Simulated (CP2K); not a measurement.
Consider fluorobenzene at its PBE geometry (Å).

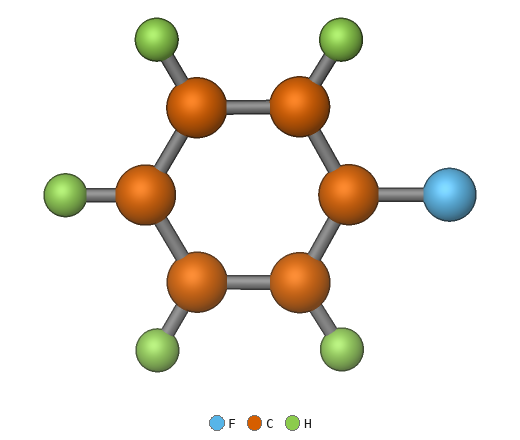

The molecule (fluorine blue, carbon orange, hydrogen green).

```xyz
12

F     2.4831    1.0927    0.1289
C     1.2307    0.5401    0.0628
C     0.1283    1.3885    0.0410
C    -1.1473    0.8188   -0.0262
C    -1.3007   -0.5709   -0.0705
C    -0.1731   -1.3976   -0.0438
C     1.1111   -0.8461    0.0236
H     0.2759    2.4666    0.0783
H    -2.0238    1.4663   -0.0414
H    -2.2971   -1.0077   -0.1254
H    -0.2901   -2.4809   -0.0740
H     2.0031   -1.4698    0.0466
```

Method: CP2K XAS_TDP, all-electron GAPW, PBEh(45%), aug-cc-pVDZ, TDA, GW2X-corrected core level, no relativity.

**Question.** Predict the bright core excitations at the C K edge.

Leading lines: C2 289.39 eV, C3 287.34 eV, C4 287.22 eV and C5 287.37 eV. The leading line of an atom is its first one with 35 % of the strongest within 2.5 eV of its lowest line over the strength cut. Core ionisation energies at this level: C3 292.20, C4 292.28, C2 294.35 and C5 292.10 eV.

The first six lines of each atom with a strength over 0.0015:

| atom | energy (eV) | states | strength, one atom | above the computed threshold |
| --- | --- | --- | --- | --- |
| C2 (bonded to 2 C and F) | 289.39 | 1 | 0.0595 |  |
|  | 291.95 | 1 | 0.0457 |  |
|  | 293.74 | 1 | 0.0021 |  |
|  | 294.49 | 1 | 0.0019 | yes |
|  | 294.82 | 1 | 0.0046 | yes |
|  | 295.30 | 1 | 0.0037 | yes |
| C3 (bonded to 2 C and H), 2 alike | 287.34 | 1 | 0.0484 |  |
|  | 290.31 | 1 | 0.0110 |  |
|  | 291.23 | 1 | 0.0029 |  |
|  | 292.05 | 1 | 0.0035 |  |
|  | 293.09 | 1 | 0.0031 | yes |
|  | 293.24 | 2 | 0.0050 | yes |
| C4 (bonded to 2 C and H), 2 alike | 287.22 | 1 | 0.0524 |  |
|  | 290.24 | 1 | 0.0109 |  |
|  | 292.03 | 1 | 0.0041 |  |
|  | 292.41 | 1 | 0.0017 | yes |
|  | 293.06 | 1 | 0.0069 | yes |
|  | 293.18 | 1 | 0.0024 | yes |
| C5 (bonded to 2 C and H) | 287.37 | 1 | 0.0510 |  |
|  | 290.06 | 1 | 0.0105 |  |
|  | 291.27 | 1 | 0.0028 |  |
|  | 291.88 | 1 | 0.0028 |  |
|  | 292.10 | 1 | 0.0031 |  |
|  | 292.92 | 1 | 0.0050 | yes |

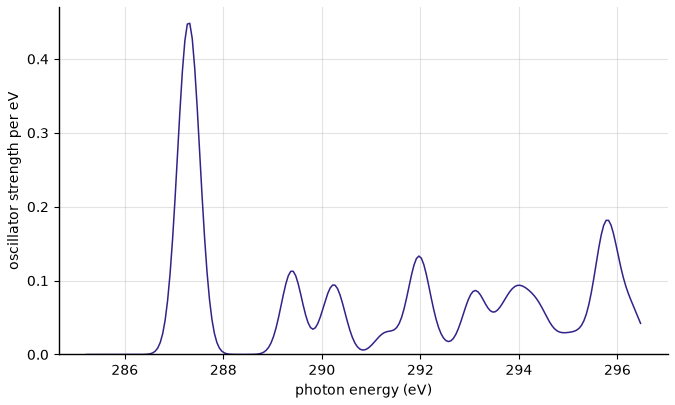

All atoms added, broadened by 0.5 eV.

Lines are vertical, at one geometry, with no vibrational structure. GW2X ionisation energies and lines can be off by 1 to 2 eV either way, and a good line position may hide errors that cancel. These values hold no scalar relativity, about 0.1 eV for C 1s. Rydberg lines, and the discretised continuum above threshold, depend on the basis and the box.

[Banner, clock and machine lines of the logs are left out without a mark of their own.]

[Logs are printed without paths, hosts, clocks, repeated set-up lines and the standing remarks that a program may print on its own settings, such as how far it seeks lower states.]

[Hosts, paths, dates, database ids (printed as entryN), source tags and the programs' standing remarks are cut or masked in the printed files.]
